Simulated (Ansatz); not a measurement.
Breaking a bond: SMILES CF (CH3F). The C1–F5 bond (C1 also carries H, H, H; F5 carries nothing else) is stretched with both fragments frozen at the PBE0/def2-TZVP optimised geometry.

```
5

C      0.0000     0.0000     0.0000
H      0.8939    -0.5161    -0.3573
H     -0.8939    -0.5161    -0.3573
H      0.0000     1.0322    -0.3572
F      0.0000     0.0000     1.3761
```

Levels: RHF/cc-pVTZ (Ansatz, a first-principles code); UKS-PBE = unrestricted PBE/cc-pVTZ in Ansatz; UKS-B3LYP = unrestricted B3LYP/cc-pVTZ run with Ansatz; UCCSD(T) = CCSD(T) on UHF/cc-pVTZ, frozen core (Ansatz).

Energies are in mEh, each relative to the lowest point of its own curve near equilibrium.

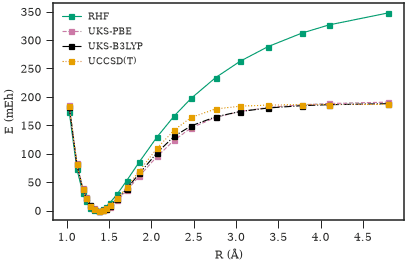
*Energy against bond length for each method.*

```json
[
 {"R / Å": "1.03", "RHF": "173.2", "UKS-PBE": "185.2", "UKS-B3LYP": "181.8", "UCCSD(T)": "184.4"},
 {"R / Å": "1.12", "RHF": "73.4", "UKS-PBE": "83.8", "UKS-B3LYP": "81.3", "UCCSD(T)": "81.9"},
 {"R / Å": "1.19", "RHF": "31.0", "UKS-PBE": "39.3", "UKS-B3LYP": "37.5", "UCCSD(T)": "37.4"},
 {"R / Å": "1.23", "RHF": "16.4", "UKS-PBE": "23.2", "UKS-B3LYP": "21.7", "UCCSD(T)": "21.4"},
 {"R / Å": "1.28", "RHF": "5.2", "UKS-PBE": "10.0", "UKS-B3LYP": "9.0", "UCCSD(T)": "8.6"},
 {"R / Å": "1.32", "RHF": "0.9", "UKS-PBE": "3.8", "UKS-B3LYP": "3.2", "UCCSD(T)": "2.9"},
 {"R / Å": "1.38", "RHF": "0.0", "UKS-PBE": "0.0", "UKS-B3LYP": "0.0", "UCCSD(T)": "0.0"},
 {"R / Å": "1.43", "RHF": "3.2", "UKS-PBE": "0.6", "UKS-B3LYP": "1.1", "UCCSD(T)": "1.5"},
 {"R / Å": "1.46", "RHF": "6.4", "UKS-PBE": "2.3", "UKS-B3LYP": "3.0", "UCCSD(T)": "3.6"},
 {"R / Å": "1.51", "RHF": "13.4", "UKS-PBE": "6.6", "UKS-B3LYP": "7.8", "UCCSD(T)": "8.9"},
 {"R / Å": "1.60", "RHF": "29.6", "UKS-PBE": "18.0", "UKS-B3LYP": "20.1", "UCCSD(T)": "21.9"},
 {"R / Å": "1.71", "RHF": "52.8", "UKS-PBE": "35.4", "UKS-B3LYP": "38.5", "UCCSD(T)": "41.2"},
 {"R / Å": "1.86", "RHF": "86.0", "UKS-PBE": "61.1", "UKS-B3LYP": "65.6", "UCCSD(T)": "70.4"},
 {"R / Å": "2.07", "RHF": "129.9", "UKS-PBE": "95.5", "UKS-B3LYP": "102.0", "UCCSD(T)": "110.2"},
 {"R / Å": "2.27", "RHF": "166.4", "UKS-PBE": "123.7", "UKS-B3LYP": "130.6", "UCCSD(T)": "141.5"},
 {"R / Å": "2.47", "RHF": "197.4", "UKS-PBE": "145.4", "UKS-B3LYP": "148.9", "UCCSD(T)": "163.7"},
 {"R / Å": "2.76", "RHF": "234.0", "UKS-PBE": "163.9", "UKS-B3LYP": "165.0", "UCCSD(T)": "178.8"},
 {"R / Å": "3.05", "RHF": "262.7", "UKS-PBE": "174.3", "UKS-B3LYP": "174.3", "UCCSD(T)": "183.6"},
 {"R / Å": "3.38", "RHF": "288.5", "UKS-PBE": "181.4", "UKS-B3LYP": "180.5", "UCCSD(T)": "185.5"},
 {"R / Å": "3.78", "RHF": "312.3", "UKS-PBE": "186.2", "UKS-B3LYP": "184.6", "UCCSD(T)": "186.3"},
 {"R / Å": "4.10", "RHF": "326.6", "UKS-PBE": "188.4", "UKS-B3LYP": "186.3", "UCCSD(T)": "186.6"},
 {"R / Å": "4.80", "RHF": "347.8", "UKS-PBE": "190.8", "UKS-B3LYP": "188.0", "UCCSD(T)": "186.8"}
]
```

At the longest distance, 4.80 Å, RHF lies highest above its minimum (347.8 mEh) and UCCSD(T) lowest (186.8 mEh).

The restricted form behind RHF keeps the bonding electrons paired and can't separate into open-shell fragments. The unrestricted determinant behind UKS-PBE is spin-contaminated at 2.47 to 4.80 Å (<S²> up to 0.8, against 0.00 for a pure singlet). The unrestricted determinant behind UKS-B3LYP is spin-contaminated at 2.27 to 4.80 Å (<S²> up to 1.0, against 0.00 for a pure singlet). The unrestricted determinant behind UCCSD(T) is spin-contaminated at 1.86 to 4.80 Å (<S²> up to 1.0, against 0.00 for a pure singlet).
